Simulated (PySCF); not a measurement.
# Excited-state calculation of BSiH$_{3}$ClF

The run: excited-state calculation of BSiH$_{3}$ClF, SMILES FB[SiH2]Cl. Method and program: TDA (M06-2X)/3-21G, RKS (PySCF 2.14.0).

The geometry was optimised with HF/pcseg-0.

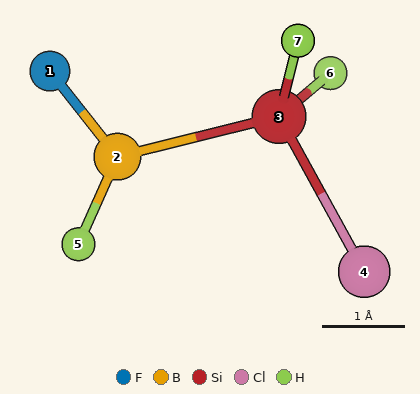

**Figure 1.** The input geometry (ball-and-stick view, seen at a tilt; atoms are numbered from 1 in the order of the input). Bond lengths as drawn: B–F 1.37 Å, B–H 1.18 Å, B–Si 2.05 Å, Cl–Si 2.22 Å and H–Si 1.47 Å.

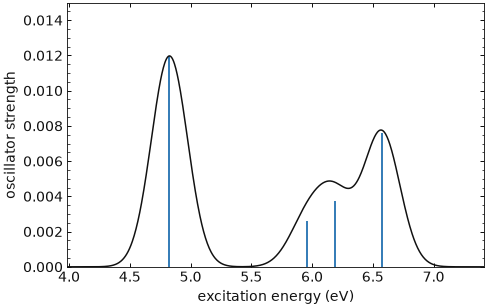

**Figure 2.** Computed excitations as sticks (degenerate states added up, dark ones marked on the axis), with a Gaussian envelope of 0.35 eV full width at half maximum, scaled to the tallest. Of the 4 states the lowest lies at 4.83 eV (f = 0.012); the strongest line is at 4.83 eV, or 257 nm (f = 0.012).

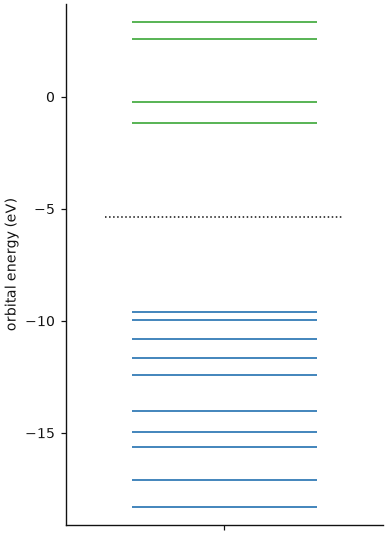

**Figure 3.** Orbital energies near the frontier; the dotted line parts filled from empty levels, and levels within 0.02 eV of each other stand side by side. Highest filled −9.59 eV, lowest empty −1.17 eV, 8.42 eV apart.

These pictures come from the run below.

## Input (run.py)
```python
from pyscf import gto, dft, tdscf

mol = gto.Mole()
mol.atom = 'start.xyz'
mol.cart = True
mol.verbose = 4
mol.max_memory = 1860
mol.spin = 0
mol.charge = 0
mol.basis = '3-21g'
mol.build()

mf = dft.RKS(mol, xc='m06-2x')
mf = mf.density_fit(auxbasis='aug-cc-pvtz-jkfit')
mf.kernel()

etot = mf.e_tot
print('E = %.10f Eh' % etot)

td = mf.TDA()
td.nstates = 4
td.kernel()
td.analyze()
roots = td.e * 27.211386
osc = td.oscillator_strength()
print('state   eV      nm      f')
for i, (w, f) in enumerate(zip(roots, osc), 1):
    print('%3d %9.4f %8.1f %9.5f' % (i, w, 1239.842 / w, f))
```

## File start.xyz
```
7

F      0.282770    -1.750089     1.408202
B     -0.134036    -1.229542     0.209564
Si     0.159558     0.791241    -0.016308
Cl    -0.614854     1.299325    -2.037726
H     -0.615355    -1.962875    -0.576408
H     -0.594930     1.602258     0.952600
H      1.578147     1.181682     0.014376
```

Launch command:
```bash
OMP_NUM_THREADS=1 python run.py
```

## The program's output
```
PySCF version 2.14.0

[INPUT] num. atoms = 7
[INPUT] num. electrons = 48
[INPUT] charge = 0
[INPUT] spin (= nelec alpha-beta = 2S) = 0
[INPUT] symmetry False subgroup None
[INPUT] Mole.unit = angstrom
[INPUT] Cartesian GTO integrals (6d 10f)
[INPUT] Symbol           X                Y                Z      unit          X                Y                Z       unit  Magmom
[INPUT]  1 F      0.282770000000  -1.750089000000   1.408202000000 AA    0.534357856243  -3.307188903614   2.661116108065 Bohr   0.0
[INPUT]  2 B     -0.134036000000  -1.229542000000   0.209564000000 AA   -0.253291330832  -2.323497638650   0.396018565568 Bohr   0.0
[INPUT]  3 Si     0.159558000000   0.791241000000  -0.016308000000 AA    0.301520920983   1.495228788527  -0.030817653639 Bohr   0.0
[INPUT]  4 Cl    -0.614854000000   1.299325000000  -2.037726000000 AA   -1.161905666593   2.455368396800  -3.850744056905 Bohr   0.0
[INPUT]  5 H     -0.615355000000  -1.962875000000  -0.576408000000 AA   -1.162852419382  -3.709296166756  -1.089253256008 Bohr   0.0
[INPUT]  6 H     -0.594930000000   1.602258000000   0.952600000000 AA   -1.124254763287   3.027828800893   1.800153106261 Bohr   0.0
[INPUT]  7 H      1.578147000000   1.181682000000   0.014376000000 AA    2.982265614304   2.233055346328   0.027166702767 Bohr   0.0

nuclear repulsion = 175.87041779085
number of shells = 30
number of NR pGTOs = 93
number of NR cGTOs = 50
basis = 3-21g
ecp = {}

******** <class 'pyscf.df.df_jk.DFRKS'> ********
method = DFRKS
initial guess = minao
damping factor = 0
level_shift factor = 0
DIIS = <class 'pyscf.scf.diis.CDIIS'>
diis_start_cycle = 1
diis_space = 8
diis_damp = 0
SCF conv_tol = 1e-09
SCF conv_tol_grad = None
SCF max_cycles = 50
direct_scf = False
XC library pyscf.dft.libxc version 7.0.0
    S. Lehtola, C. Steigemann, M. J.T. Oliveira, and M. A.L. Marques.,  SoftwareX 7, 1–5 (2018)
XC functionals = m06-2x
    Y. Zhao and D. G. Truhlar.,  Theor. Chem. Acc. 120, 215 (2008)
    Y. Zhao and D. G. Truhlar.,  Theor. Chem. Acc. 120, 215 (2008)
radial grids:
    Treutler-Ahlrichs [JCP 102, 346 (1995); DOI:10.1063/1.469408] (M4) radial grids

becke partition: Becke, JCP 88, 2547 (1988); DOI:10.1063/1.454033
pruning grids: <function nwchem_prune>
grids dens level: 3
symmetrized grids: False
atomic radii adjust function: <function treutler_atomic_radii_adjust>
small_rho_cutoff = 0
Set gradient conv threshold to 3.16228e-05
Initial guess from minao.
tot grids = 95792
******** <class 'pyscf.df.df.DF'> ********
auxbasis = aug-cc-pvtz-jkfit
init E= -871.190249436887
  HOMO = -0.298322255291354  LUMO = -0.0748142549605646  gap/eV = 6.08196
cycle= 1 E= -871.649020652505  delta_E= -0.459  |g|= 0.443  |ddm|=  2.2
  HOMO = -0.320763849666634  LUMO = -0.0757694114100285  gap/eV = 6.66664
cycle= 2 E= -871.65242294835  delta_E= -0.0034  |g|= 0.54  |ddm|= 1.03
  HOMO = -0.35222794942363  LUMO = -0.0526113726095079  gap/eV = 8.15298
cycle= 3 E= -871.707888777856  delta_E= -0.0555  |g|= 0.0407  |ddm|= 0.476
  HOMO = -0.353137214112277  LUMO = -0.0426083154873869  gap/eV = 8.44992
cycle= 4 E= -871.708306857666  delta_E= -0.000418  |g|= 0.0189  |ddm|= 0.0733
  HOMO = -0.351634010371176  LUMO = -0.0424236938570197  gap/eV = 8.41404
cycle= 5 E= -871.708402895095  delta_E= -9.6e-05  |g|= 0.0029  |ddm|= 0.0291
  HOMO = -0.352523804016142  LUMO = -0.0430767251103625  gap/eV = 8.42048
cycle= 6 E= -871.708405920188  delta_E= -3.03e-06  |g|= 0.000498  |ddm|= 0.00532
  HOMO = -0.352430246085086  LUMO = -0.0429652367853355  gap/eV = 8.42097
cycle= 7 E= -871.708406031471  delta_E= -1.11e-07  |g|= 6.37e-05  |ddm|= 0.00124
  HOMO = -0.352435124578621  LUMO = -0.0429614635379787  gap/eV = 8.42121
cycle= 8 E= -871.708406034236  delta_E= -2.76e-09  |g|= 1.76e-05  |ddm|= 0.000237
  HOMO = -0.352435644625085  LUMO = -0.0429591533477938  gap/eV = 8.42128
cycle= 9 E= -871.708406034353  delta_E= -1.17e-10  |g|= 4.32e-06  |ddm|= 3.43e-05
  HOMO = -0.35243550017476  LUMO = -0.042959898413927  gap/eV = 8.42126
Extra cycle  E= -871.708406034362  delta_E= -9.09e-12  |g|= 2.45e-06  |ddm|= 9.45e-06
converged SCF energy = -871.708406034362
E = -871.7084060344 Eh

******** <class 'pyscf.tdscf.rks.TDA'> for <class 'pyscf.df.df_jk.DFRKS'> ********
nstates = 4 singlet
deg_eia_thresh = 1.000e-03
wfnsym = None
conv_tol = 1e-05
eigh lindep = 1e-12
eigh level_shift = 0
eigh max_cycle = 100

Excitation energies (eV)
[4.82642213 5.95820634 6.19164761 6.57453027]

** Singlet excitation energies and oscillator strengths **
      22 -> 25       -0.34994
      24 -> 25        0.59712
      22 -> 26        0.13560
      24 -> 26        0.68666
      23 -> 26        0.69756
      23 -> 25        0.69931

** Transition electric dipole moments (AU) **
state          X           Y           Z        Dip. S.      Osc.
  1         0.2878     -0.0552     -0.1239      0.1012      0.0120
  2         0.0317     -0.0729      0.1067      0.0177      0.0026
  3        -0.1424      0.0276      0.0613      0.0248      0.0038
  4         0.0845      0.1566      0.1252      0.0473      0.0076

** Transition velocity dipole moments (imaginary part, AU) **
state          X           Y           Z        Dip. S.      Osc.
  1        -0.0099      0.0020      0.0044      0.0001      0.0005
  2        -0.0133     -0.0490     -0.0086      0.0027      0.0081
  3        -0.0597      0.0116      0.0258      0.0044      0.0128
  4         0.0065      0.0156      0.0079      0.0003      0.0010

** Transition magnetic dipole moments (imaginary part, AU) **
state          X           Y           Z
  1         0.3160     -0.3551      0.8904
  2         0.2928     -0.0570     -0.1270
  3        -0.1328     -0.2788     -0.1819
  4         0.1267     -0.0244     -0.0554
state   eV      nm      f
  1    4.8264    256.9   0.01197
  2    5.9582    208.1   0.00259
  3    6.1916    200.2   0.00376
  4    6.5745    188.6   0.00762
```

## Results in brief

| quantity | value |
| --- | --- |
| outcome | converged |
| total energy | −871.708406 hartree |
| basis functions | 50 |
| HOMO | −9.59 eV |
| LUMO | −1.17 eV |
| dipole moment | 2.60 D |
| lowest excitation | 4.83 eV |
| hardware | 1 thread of Arm Neoverse V2, 24 GiB of memory available, shared host |
| wall time | 74 s |
| peak memory | 0.45 GiB |
